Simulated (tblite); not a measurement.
Geometry relaxation of CH11NSi3 (part 1 of 2)

The run: geometry relaxation of CH11NSi3, SMILES [SiH3]NC([SiH3])[SiH3]. Method and program: GFN2-xTB geometry optimisation, gas phase (tblite 0.8.0).

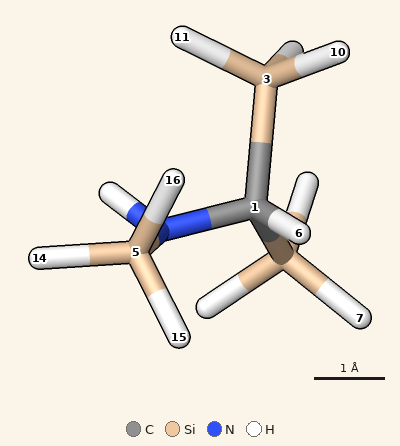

The starting structure (stick view, seen at a tilt; atoms are numbered from 1 in the order of the input).

### Input file
```
{"job": {"kind": "relax", "xc": "GFN2-xTB", "basis": "xTB"}, "charge": 0, "multiplicity": 1}
C      1.135611    -1.046464    -0.232218
Si     0.757278    -2.657270     0.530840
Si     2.770532    -1.140868    -1.094656
N      0.091588    -0.716644    -1.209835
Si    -0.338413     1.046067    -1.362702
H      1.162483    -0.275209     0.491287
H      0.611514    -2.508761     1.933790
H     -0.464558    -3.175489     0.016460
H      1.819913    -3.556132     0.261575
H      3.656742    -0.192105    -0.458887
H      2.613812    -0.768201    -2.451088
H      3.289012    -2.408873    -0.970742
H      0.160342    -1.242678    -2.089162
H     -1.169561     1.219553    -2.482597
H     -1.029962     1.455757    -0.186517
H      0.825375     1.816950    -1.494009
```

The first line tells a small driver script what to run in tblite; the rest is the geometry in Å.

Hardware: 1 CPU thread, shared host.

Run as:
```bash
OMP_NUM_THREADS=1 python <driver script> task.json out
```

### Output
```
step      E/eV     max force
  0    -430.89773    3.000
  1    -431.29832    0.906
  2    -431.43803    1.044
  3    -431.48638    0.819
  4    -431.53303    0.456
  5    -431.54946    0.376
  6    -431.56627    0.341
  7    -431.58429    0.430
  8    -431.60080    0.360
  9    -431.61200    0.271
 10    -431.61929    0.217
 11    -431.62564    0.213
 12    -431.63152    0.207
 13    -431.63558    0.179
 14    -431.63848    0.129
 15    -431.64170    0.173
 16    -431.64612    0.222
 17    -431.65077    0.190
 18    -431.65378    0.105
 19    -431.65507    0.085
 20    -431.65584    0.076
 21    -431.65676    0.076
 22    -431.65783    0.073
 23    -431.65890    0.087
 24    -431.65981    0.097
 25    -431.66056    0.072
 26    -431.66118    0.069
 27    -431.66178    0.058
 28    -431.66237    0.071
 29    -431.66302    0.081
 30    -431.66373    0.069
 31    -431.66437    0.064
 32    -431.66480    0.047
 33    -431.66512    0.045
 34    -431.66545    0.041
 35    -431.66580    0.054
 36    -431.66611    0.040
 37    -431.66635    0.037
 38    -431.66662    0.045
 39    -431.66704    0.064
 40    -431.66761    0.084
 41    -431.66817    0.068
 42    -431.66852    0.038
 43    -431.66874    0.042
 44    -431.66899    0.055
 45    -431.66940    0.067
 46    -431.66997    0.080
 47    -431.67060    0.080
 48    -431.67110    0.056
 49    -431.67143    0.042
 50    -431.67168    0.046
 51    -431.67194    0.050
 52    -431.67230    0.063
 53    -431.67281    0.086
 54    -431.67338    0.085
 55    -431.67381    0.051
 56    -431.67407    0.037
 57    -431.67428    0.039
 58    -431.67456    0.052
 59    -431.67486    0.054
 60    -431.67506    0.031
 61    -431.67516    0.024
 62    -431.67525    0.037
 63    -431.67537    0.038
 64    -431.67557    0.021
 65    -431.67566    0.019
 66    -431.67573    0.020
 67    -431.67580    0.020
 68    -431.67587    0.019
 69    -431.67595    0.020
 70    -431.67602    0.017
 71    -431.67610    0.017
 72    -431.67618    0.020
 73    -431.67625    0.018
 74    -431.67631    0.017
 75    -431.67637    0.019
 76    -431.67645    0.020
 77    -431.67654    0.025
 78    -431.67663    0.023
 79    -431.67672    0.020
 80    -431.67683    0.026
 81    -431.67697    0.025
 82    -431.67710    0.028
 83    -431.67722    0.028
 84    -431.67734    0.027
 85    -431.67749    0.036
 86    -431.67767    0.033
 87    -431.67785    0.031
 88    -431.67804    0.030
 89    -431.67828    0.033
 90    -431.67866    0.047
 91    -431.67923    0.060
 92    -431.67999    0.095
 93    -431.68103    0.149
 94    -431.68239    0.147
 95    -431.68532    0.209
 96    -431.68450    0.279
 97    -431.68901    0.155
 98    -431.69180    0.075
 99    -431.69361    0.095
100    -431.69544    0.152
101    -431.69813    0.151
102    -431.70465    0.171
103    -431.71199    0.182
104    -431.71706    0.140
105    -431.71828    0.410
106    -431.72502    0.181
107    -431.72757    0.156
108    -431.73411    0.183
109    -431.73728    0.207
110    -431.74257    0.149
111    -431.74531    0.108
112    -431.74502    0.198
113    -431.74860    0.116
114    -431.75035    0.123
115    -431.75517    0.146
116    -431.75726    0.162
117    -431.75959    0.123
118    -431.76152    0.106
119    -431.76303    0.096
120    -431.76461    0.106
121    -431.76599    0.086
122    -431.76724    0.082
123    -431.76834    0.066
124    -431.76962    0.080
125    -431.77058    0.081
126    -431.77156    0.080
127    -431.77252    0.059
128    -431.77348    0.054
129    -431.77423    0.065
130    -431.77497    0.080
131    -431.77580    0.090
132    -431.77672    0.075
133    -431.77752    0.059
134    -431.77819    0.047
135    -431.77885    0.054
136    -431.77970    0.068
137    -431.78051    0.066
138    -431.78119    0.076
139    -431.78164    0.071
140    -431.78227    0.056
141    -431.78274    0.057
142    -431.78351    0.054
143    -431.78441    0.073
144    -431.78558    0.087
145    -431.78686    0.088
146    -431.78817    0.093
147    -431.78902    0.065
148    -431.79039    0.134
149    -431.79171    0.121
150    -431.79452    0.107
151    -431.79587    0.098
152    -431.79821    0.115
153    -431.79941    0.105
154    -431.80034    0.084
155    -431.80127    0.086
156    -431.80228    0.086
157    -431.80355    0.068
158    -431.80418    0.065
159    -431.80473    0.073
160    -431.80526    0.073
161    -431.80570    0.037
162    -431.80600    0.042
163    -431.80638    0.050
164    -431.80687    0.056
165    -431.80741    0.053
166    -431.80787    0.047
167    -431.80821    0.044
168    -431.80844    0.052
169    -431.80867    0.041
170    -431.80894    0.028
171    -431.80914    0.023
172    -431.80932    0.033
173    -431.80949    0.031
174    -431.80965    0.030
175    -431.80983    0.035
176    -431.81002    0.047
177    -431.81019    0.032
178    -431.81036    0.036
179    -431.81054    0.037
180    -431.81077    0.038
181    -431.81098    0.036
182    -431.81111    0.025
183    -431.81119    0.016
184    -431.81123    0.016
185    -431.81127    0.014
186    -431.81130    0.013
187    -431.81133    0.011
188    -431.81135    0.009
189    -431.81137    0.009
190    -431.81138    0.007
```

### Trajectory as extended XYZ (Å, eV, eV/Å), 29 frames, from step=0 to step=190
```
16
Properties=species:S:1:pos:R:3:forces:R:3 step=0 energy=-430.89773
C     1.1356   -1.0465   -0.2322   -0.3780   0.6180  -1.4060
Si    0.7573   -2.6573    0.5308   -0.8470  -0.9940   0.7360
Si    2.7705   -1.1409   -1.0947    0.6310   1.9060   0.1320
N     0.0916   -0.7166   -1.2098   -1.0800   2.0910  -0.6160
Si   -0.3384    1.0461   -1.3627    0.3570  -2.9400   0.4810
H     1.1625   -0.2752    0.4913   -0.1420   0.8270   0.7090
H     0.6115   -2.5088    1.9338   -0.0400   0.0480   1.0800
H    -0.4646   -3.1755    0.0165   -0.7070  -0.3390  -0.3800
H     1.8199   -3.5561    0.2616    0.6690  -0.9020  -0.0670
H     3.6567   -0.1921   -0.4589    0.3810   0.2560   0.1470
H     2.6138   -0.7682   -2.4511   -0.0970   0.2220  -1.0870
H     3.2890   -2.4089   -0.9707    1.0360  -2.0390  -0.0040
H     0.1603   -1.2427   -2.0892    0.0140   0.3450   0.7060
H    -1.1696    1.2196   -2.4826   -0.7270  -0.0470  -1.0730
H    -1.0300    1.4558   -0.1865   -0.3710   0.0650   0.8000
H     0.8254    1.8169   -1.4940    1.3010   0.8830  -0.1580
16
Properties=species:S:1:pos:R:3:forces:R:3 step=7 energy=-431.58429
C     1.1268   -1.0380   -0.2662   -0.1750   0.1110  -0.2050
Si    0.6964   -2.7099    0.5786   -0.0270   0.0790  -0.0430
Si    2.8516   -1.0810   -1.1184   -0.0890   0.1520   0.0840
N     0.0625   -0.6351   -1.2089    0.1810   0.0580  -0.0110
Si   -0.3395    1.0412   -1.3733    0.0590  -0.4220   0.0580
H     1.1212   -0.2517    0.4930    0.1180  -0.0890   0.0860
H     0.6044   -2.5202    2.0328   -0.0590  -0.0680  -0.1160
H    -0.5417   -3.2258   -0.0124    0.0550   0.0080   0.1140
H     1.8069   -3.6374    0.2946   -0.2060  -0.0530   0.1210
H     3.7465   -0.1348   -0.4362   -0.0270  -0.0970  -0.1600
H     2.6372   -0.7526   -2.5365    0.1360   0.0210   0.1150
H     3.3704   -2.4491   -1.0133    0.1290   0.1200  -0.0980
H     0.1096   -1.2035   -2.0448   -0.1600   0.1080   0.0860
H    -1.2008    1.1726   -2.5462    0.0410  -0.0710   0.0220
H    -1.0326    1.4168   -0.1371    0.0160  -0.0070  -0.0010
H     0.8726    1.8583   -1.5040    0.0090   0.1500  -0.0540
16
Properties=species:S:1:pos:R:3:forces:R:3 step=14 energy=-431.63848
C     1.1291   -1.0394   -0.2775    0.0680  -0.1060  -0.0270
Si    0.6710   -2.7021    0.5749   -0.0190  -0.0890   0.0240
Si    2.8613   -1.0566   -1.1169    0.0660   0.0040  -0.0400
N     0.0795   -0.6191   -1.2126    0.0660   0.0020   0.0760
Si   -0.3277    1.0410   -1.3687   -0.0030  -0.0670   0.0100
H     1.1480   -0.2794    0.5130   -0.0130  -0.0270  -0.1060
H     0.5676   -2.5391    2.0292   -0.0630   0.0510  -0.0580
H    -0.5710   -3.2370    0.0172   -0.0200   0.0750   0.0180
H     1.7277   -3.6962    0.3500   -0.0140   0.0020  -0.0240
H     3.7858   -0.1206   -0.4722   -0.0620   0.0040  -0.0150
H     2.6960   -0.7224   -2.5344   -0.0060   0.0690   0.0210
H     3.4463   -2.3982   -1.0650    0.0110  -0.0070   0.0260
H     0.0335   -1.2016   -2.0358    0.0540  -0.0210   0.1160
H    -1.1853    1.1143   -2.5450   -0.0430   0.0000  -0.0250
H    -1.0194    1.3964   -0.1278    0.0000   0.0560   0.0240
H     0.8493    1.9098   -1.5269   -0.0220   0.0560  -0.0170
16
Properties=species:S:1:pos:R:3:forces:R:3 step=21 energy=-431.65676
C     1.1577   -1.0685   -0.2847    0.0480  -0.0100   0.0460
Si    0.6589   -2.7181    0.5706   -0.0260  -0.0400   0.0280
Si    2.8849   -1.0565   -1.1316    0.0670  -0.0010  -0.0250
N     0.1066   -0.6238   -1.1975   -0.0280   0.0150  -0.0230
Si   -0.3244    1.0279   -1.3615   -0.0120   0.0490  -0.0080
H     1.1817   -0.3091    0.5017    0.0490   0.0140   0.0560
H     0.5150   -2.5177    2.0156    0.0030   0.0140  -0.0220
H    -0.6104   -3.2068    0.0301    0.0230   0.0390  -0.0340
H     1.6963   -3.7364    0.3581   -0.0470   0.0290  -0.0110
H     3.7821   -0.0982   -0.4848   -0.0130   0.0010   0.0310
H     2.7165   -0.6700   -2.5350   -0.0150  -0.0150   0.0040
H     3.4917   -2.3894   -1.0756   -0.0110   0.0180  -0.0120
H     0.0210   -1.2278   -1.9982   -0.0020  -0.0290  -0.0410
H    -1.1894    1.0807   -2.5361   -0.0390  -0.0340   0.0080
H    -1.0082    1.4140   -0.1228    0.0050  -0.0110   0.0090
H     0.8116    1.9493   -1.5466    0.0000  -0.0380  -0.0080
16
Properties=species:S:1:pos:R:3:forces:R:3 step=28 energy=-431.66237
C     1.1799   -1.0728   -0.2794    0.0040   0.0240  -0.0010
Si    0.6458   -2.7128    0.5687    0.0120   0.0100  -0.0170
Si    2.9024   -1.0514   -1.1360   -0.0010  -0.0250   0.0080
N     0.1264   -0.6241   -1.1919   -0.0270   0.0260   0.0060
Si   -0.3306    1.0199   -1.3608    0.0050   0.0360   0.0060
H     1.2220   -0.3209    0.5155   -0.0380   0.0320  -0.0280
H     0.4954   -2.5016    2.0092   -0.0070  -0.0080   0.0140
H    -0.6219   -3.1714    0.0044   -0.0210   0.0190  -0.0240
H     1.6619   -3.7458    0.3528    0.0130  -0.0270   0.0010
H     3.7788   -0.0883   -0.4680    0.0180  -0.0110  -0.0060
H     2.7164   -0.6613   -2.5360    0.0120  -0.0040   0.0100
H     3.5098   -2.3834   -1.0897    0.0110   0.0090  -0.0060
H     0.0235   -1.2379   -1.9847    0.0290   0.0000   0.0210
H    -1.2203    1.0449   -2.5230    0.0200  -0.0180   0.0650
H    -1.0017    1.4137   -0.1144    0.0220  -0.0190  -0.0320
H     0.8039    1.9429   -1.5650   -0.0510  -0.0430  -0.0170
16
Properties=species:S:1:pos:R:3:forces:R:3 step=35 energy=-431.66580
C     1.1917   -1.0653   -0.2720    0.0100  -0.0020  -0.0020
Si    0.6395   -2.7078    0.5624    0.0180   0.0490  -0.0140
Si    2.9136   -1.0519   -1.1333   -0.0350  -0.0060   0.0260
N     0.1335   -0.6251   -1.1825    0.0140  -0.0120  -0.0040
Si   -0.3340    1.0137   -1.3549   -0.0070  -0.0050  -0.0030
H     1.2292   -0.3049    0.5156   -0.0060  -0.0290  -0.0070
H     0.4783   -2.4995    2.0011   -0.0090  -0.0160   0.0330
H    -0.6313   -3.1303   -0.0242   -0.0100  -0.0030  -0.0060
H     1.6370   -3.7603    0.3510    0.0130  -0.0060  -0.0070
H     3.7892   -0.0921   -0.4619    0.0340   0.0050   0.0020
H     2.7255   -0.6579   -2.5309    0.0050   0.0070  -0.0080
H     3.5311   -2.3792   -1.1024   -0.0120  -0.0090   0.0130
H     0.0374   -1.2424   -1.9724    0.0060  -0.0020  -0.0170
H    -1.2471    1.0098   -2.4930   -0.0310   0.0040  -0.0180
H    -0.9920    1.4094   -0.1062    0.0160   0.0080   0.0250
H     0.7901    1.9335   -1.5948   -0.0060   0.0170  -0.0130
16
Properties=species:S:1:pos:R:3:forces:R:3 step=42 energy=-431.66852
C     1.1981   -1.0582   -0.2701   -0.0220  -0.0070   0.0130
Si    0.6397   -2.6979    0.5631   -0.0200  -0.0230  -0.0080
Si    2.9221   -1.0507   -1.1226   -0.0020   0.0050   0.0010
N     0.1418   -0.6277   -1.1890    0.0170   0.0080   0.0000
Si   -0.3472    1.0062   -1.3567    0.0110  -0.0060  -0.0030
H     1.2230   -0.2997    0.5180    0.0210   0.0210  -0.0040
H     0.4614   -2.5180    2.0068    0.0170   0.0040  -0.0340
H    -0.6305   -3.0934   -0.0453   -0.0080  -0.0250   0.0170
H     1.6273   -3.7600    0.3425   -0.0020   0.0170   0.0080
H     3.8226   -0.1056   -0.4616   -0.0040   0.0030   0.0180
H     2.7375   -0.6530   -2.5199    0.0040   0.0050  -0.0070
H     3.5251   -2.3846   -1.0922   -0.0100  -0.0160   0.0080
H     0.0605   -1.2441   -1.9821    0.0020   0.0180   0.0040
H    -1.2921    0.9903   -2.4708   -0.0100  -0.0040   0.0210
H    -0.9586    1.4103   -0.0855    0.0060  -0.0210  -0.0080
H     0.7610    1.9356   -1.6331   -0.0020   0.0200  -0.0240
16
Properties=species:S:1:pos:R:3:forces:R:3 step=49 energy=-431.67143
C     1.2039   -1.0512   -0.2655   -0.0030   0.0110  -0.0240
Si    0.6284   -2.6935    0.5519    0.0040  -0.0140   0.0180
Si    2.9315   -1.0518   -1.1081    0.0350  -0.0030  -0.0190
N     0.1600   -0.6208   -1.1977   -0.0120   0.0050  -0.0050
Si   -0.3520    1.0049   -1.3630   -0.0080  -0.0010   0.0080
H     1.2322   -0.2872    0.5171   -0.0280  -0.0080   0.0180
H     0.4548   -2.5315    1.9969    0.0000   0.0270  -0.0030
H    -0.6457   -3.0827   -0.0553    0.0300  -0.0110   0.0130
H     1.6215   -3.7513    0.3353   -0.0170   0.0000  -0.0170
H     3.8500   -0.1220   -0.4462   -0.0360  -0.0190   0.0110
H     2.7564   -0.6436   -2.5055    0.0130  -0.0090   0.0200
H     3.5040   -2.3991   -1.0729    0.0160  -0.0050  -0.0130
H     0.0920   -1.2357   -1.9930    0.0030   0.0140  -0.0060
H    -1.3530    0.9644   -2.4262    0.0030  -0.0060   0.0030
H    -0.9131    1.3943   -0.0662    0.0060   0.0140   0.0120
H     0.7208    1.9565   -1.7001   -0.0050   0.0080  -0.0150
16
Properties=species:S:1:pos:R:3:forces:R:3 step=56 energy=-431.67407
C     1.2080   -1.0469   -0.2681    0.0070  -0.0070  -0.0040
Si    0.6257   -2.6877    0.5467   -0.0070  -0.0190   0.0030
Si    2.9433   -1.0627   -1.0977   -0.0060   0.0100   0.0090
N     0.1730   -0.6111   -1.2061   -0.0100  -0.0080  -0.0070
Si   -0.3596    1.0082   -1.3637   -0.0080  -0.0020  -0.0020
H     1.2265   -0.2888    0.5210    0.0160   0.0080  -0.0160
H     0.4493   -2.5159    1.9891    0.0150   0.0100   0.0150
H    -0.6450   -3.0858   -0.0553   -0.0290   0.0010  -0.0120
H     1.6059   -3.7519    0.3163    0.0240  -0.0170   0.0090
H     3.8522   -0.1411   -0.4136   -0.0050  -0.0210   0.0100
H     2.7850   -0.6383   -2.4923    0.0120  -0.0140   0.0180
H     3.5049   -2.4169   -1.0710    0.0000   0.0360  -0.0110
H     0.1180   -1.2175   -2.0085   -0.0050  -0.0020  -0.0180
H    -1.4036    0.9353   -2.3828   -0.0100   0.0060   0.0000
H    -0.8668    1.3932   -0.0437    0.0130   0.0250  -0.0040
H     0.6747    1.9775   -1.7687   -0.0090  -0.0060   0.0110
16
Properties=species:S:1:pos:R:3:forces:R:3 step=63 energy=-431.67537
C     1.2057   -1.0488   -0.2725    0.0140  -0.0090   0.0050
Si    0.6223   -2.6916    0.5442    0.0110   0.0330  -0.0160
Si    2.9465   -1.0646   -1.0895   -0.0180  -0.0130   0.0120
N     0.1745   -0.6101   -1.2134   -0.0070  -0.0010  -0.0020
Si   -0.3665    1.0074   -1.3648    0.0010   0.0160  -0.0060
H     1.2267   -0.2887    0.5152   -0.0070  -0.0140  -0.0130
H     0.4558   -2.5060    1.9868    0.0070  -0.0100   0.0030
H    -0.6512   -3.0873   -0.0557   -0.0090   0.0040   0.0030
H     1.6047   -3.7552    0.3132    0.0020  -0.0040   0.0130
H     3.8537   -0.1571   -0.3884    0.0100   0.0080   0.0180
H     2.8047   -0.6388   -2.4828    0.0010   0.0210  -0.0200
H     3.5075   -2.4171   -1.0740    0.0050  -0.0080   0.0030
H     0.1289   -1.2076   -2.0233   -0.0050  -0.0100  -0.0050
H    -1.4332    0.9252   -2.3603   -0.0050   0.0060   0.0100
H    -0.8371    1.4044   -0.0348    0.0020   0.0010  -0.0080
H     0.6486    1.9856   -1.7985   -0.0020  -0.0190   0.0050
16
Properties=species:S:1:pos:R:3:forces:R:3 step=70 energy=-431.67602
C     1.2088   -1.0486   -0.2792   -0.0050  -0.0040   0.0020
Si    0.6196   -2.6877    0.5383    0.0030   0.0030   0.0050
Si    2.9546   -1.0667   -1.0839   -0.0080   0.0010   0.0070
N     0.1796   -0.6090   -1.2225    0.0010  -0.0070  -0.0010
Si   -0.3733    1.0052   -1.3676    0.0080  -0.0080   0.0030
H     1.2256   -0.2898    0.5093    0.0010   0.0020  -0.0070
H     0.4589   -2.5066    1.9820    0.0000   0.0040   0.0080
H    -0.6590   -3.0736   -0.0575    0.0000  -0.0020   0.0010
H     1.5962   -3.7585    0.3162    0.0010  -0.0030  -0.0100
H     3.8596   -0.1722   -0.3620    0.0040   0.0050   0.0070
H     2.8253   -0.6235   -2.4741    0.0060   0.0100  -0.0010
H     3.5116   -2.4215   -1.0737   -0.0050  -0.0010  -0.0070
H     0.1367   -1.2046   -2.0342   -0.0070  -0.0050   0.0000
H    -1.4707    0.9131   -2.3271   -0.0090   0.0050  -0.0080
H    -0.8064    1.4100   -0.0284   -0.0050  -0.0020   0.0100
H     0.6245    1.9838   -1.8340    0.0140   0.0010  -0.0090
16
Properties=species:S:1:pos:R:3:forces:R:3 step=77 energy=-431.67654
C     1.2031   -1.0524   -0.2851   -0.0060   0.0070   0.0000
Si    0.6232   -2.6898    0.5429   -0.0010  -0.0030  -0.0020
Si    2.9516   -1.0644   -1.0843    0.0030   0.0100  -0.0070
N     0.1718   -0.6137   -1.2271    0.0010  -0.0070   0.0060
Si   -0.3700    1.0051   -1.3697   -0.0040  -0.0150  -0.0050
H     1.2192   -0.2904    0.4999    0.0000   0.0030   0.0120
H     0.4714   -2.5030    1.9884    0.0040  -0.0020  -0.0210
H    -0.6582   -3.0795   -0.0463    0.0100   0.0000   0.0120
H     1.6018   -3.7598    0.3157   -0.0180   0.0170  -0.0010
H     3.8519   -0.1742   -0.3488   -0.0060  -0.0130  -0.0040
H     2.8324   -0.6075   -2.4719    0.0020   0.0020   0.0170
H     3.5077   -2.4202   -1.0821   -0.0070   0.0090  -0.0090
H     0.1213   -1.2114   -2.0371    0.0000  -0.0030   0.0080
H    -1.4683    0.9292   -2.3311    0.0120  -0.0010  -0.0010
H    -0.8105    1.4102   -0.0318    0.0110  -0.0040  -0.0040
H     0.6433    1.9714   -1.8301   -0.0020   0.0000  -0.0010
```
